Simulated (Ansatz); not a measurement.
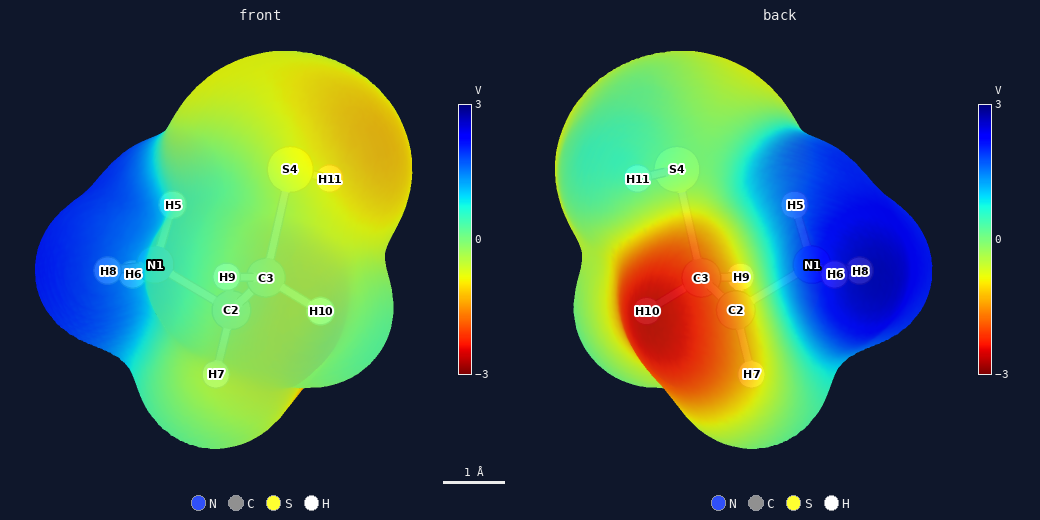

*C2H7NS. The molecular electrostatic potential painted on the density surface at 0.002 e/bohr³, seen from the front and from behind; red is negative and blue positive.*

Computed with RKS PBE0-D4/def2-SVP (Ansatz 0.2.0).

```yaml
atoms:
  - { symbol: N, position_ang: [-0.3494, 1.2929, -0.4508] }
  - { symbol: C, position_ang: [-0.2576, 0.3387, 0.6922] }
  - { symbol: C, position_ang: [0.8698, -0.5794, 0.3655] }
  - { symbol: S, position_ang: [0.5218, -1.5375, -1.1806] }
  - { symbol: H, position_ang: [-0.3949, 0.6769, -1.2855] }
  - { symbol: H, position_ang: [-1.2045, 1.8481, -0.4146] }
  - { symbol: H, position_ang: [-0.0463, 0.9239, 1.6026] }
  - { symbol: H, position_ang: [0.4458, 1.9493, -0.6418] }
  - { symbol: H, position_ang: [1.8668, -0.1280, 0.1111] }
  - { symbol: H, position_ang: [1.0496, -1.2785, 1.1953] }
  - { symbol: H, position_ang: [-0.7245, -1.9022, -0.7954] }
```

> Where is the surface potential most negative and most positive?

The most negative region (about −2.6 V, or −60 kcal/mol for a unit charge) lies over C2, the most positive (about +2.7 V, or +62 kcal/mol for a unit charge) over H6.
